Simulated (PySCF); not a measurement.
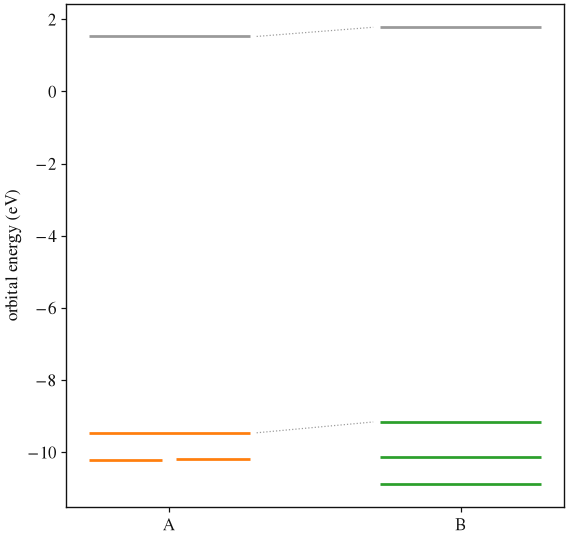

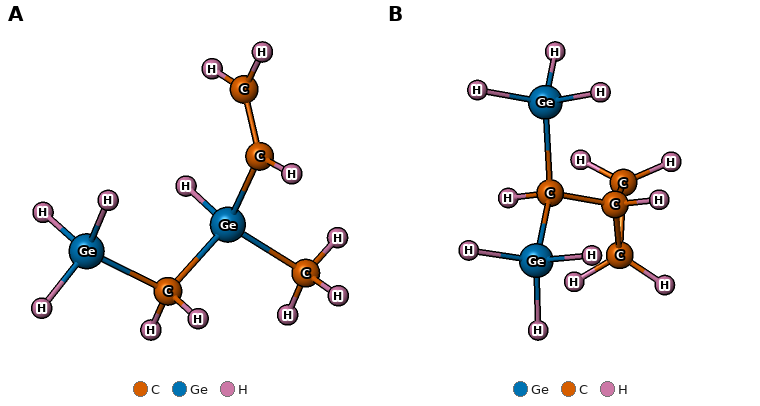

Related molecules: A is C₄H₁₂Ge₂, SMILES C=[CH][Ge@@H]([CH3])[CH2][GeH3], singlet; B is C₄H₁₂Ge₂, SMILES [GeH3][CH]([GeH3])C1CC1, singlet. Frontier orbital energies, ωB97X-D/def2-SVPD with PySCF, at a PBE0-D3(BJ)/def2-SVP geometry (no frequency check); drawn are at most three filled levels and, in grey, the LUMO with any level within 0.03 eV of it; dotted lines join the HOMOs and the LUMOs.

Question: What does the change do to the frontier levels?

Answer: From A to B the HOMO rises by 0.30 eV and the LUMO rises by 0.25 eV, so the separation goes from 10.99 to 10.94 eV.

Question: Does the ΔSCF ionisation energy follow the HOMO?

Answer: A: −ε(HOMO) 9.46, ΔSCF 9.55 eV; B: −ε(HOMO) 9.16, ΔSCF 9.16 eV.

Caveats, for all or some of the runs: empty levels above zero depend strongly on the basis; one conformer of a flexible molecule.
